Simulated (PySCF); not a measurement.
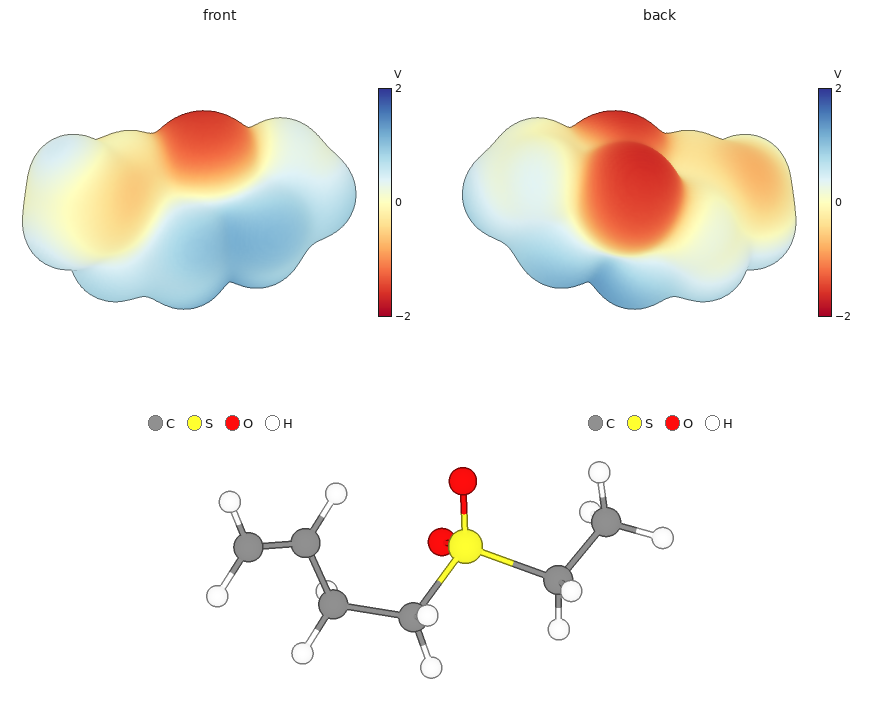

*C$_{6}$H$_{12}$O$_{2}$S. The molecular electrostatic potential painted on the density surface at 0.001 e/bohr³, seen from the front and from behind; red is negative and blue positive. The bare structure is drawn below in the same view.*

Geometry: GFN2-xTB.

These are results of PBE0/pcSseg-1, SCF density, gas phase, non-relativistic in PySCF, not measurements.

```
atom    x (Å)    y (Å)    z (Å)
   C   3.7397  -0.6715   0.4352
   C   2.4849  -0.5611   0.0426
   C   1.8114   0.7437  -0.2543
   C   0.5001   0.8806   0.5063
   S  -0.7662  -0.1863  -0.2756
   O  -0.7923   0.1066  -1.6832
   O  -0.5537  -1.5550   0.1109
   C  -2.3431   0.3739   0.4628
   C  -3.4419  -0.5221  -0.0654
   H   4.3741   0.1913   0.5643
   H   4.1920  -1.6270   0.6361
   H   1.8594  -1.4331  -0.0827
   H   2.4786   1.5747  -0.0107
   H   1.5728   0.7918  -1.3216
   H   0.1058   1.8915   0.4433
   H   0.5866   0.5648   1.5419
   H  -2.2260   0.2904   1.5397
   H  -2.4770   1.4104   0.1669
   H  -3.2057  -1.5567   0.1723
   H  -3.5033  -0.4241  -1.1466
   H  -4.4049  -0.2661   0.3720
```

### Describe the electrostatic potential map.

The most negative region (about −1.6 V, or −37 kcal/mol for a unit charge) lies over O6 and O7, the most positive (about +1.2 V, or +28 kcal/mol for a unit charge) over H15 and H18.

### How polar is the molecule by this calculation?

Its dipole moment is 4.33 D.
